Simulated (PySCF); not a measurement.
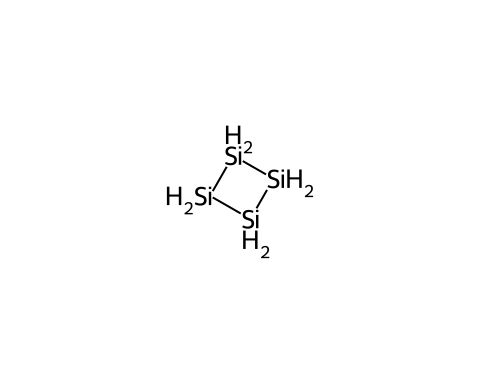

(Drawn from a calculation with PySCF.)

A structural formula.

Give its SMILES.

Answer. [SiH2]1[SiH2][SiH2][SiH2]1

What is the molecular formula?

Answer. Si4H8.
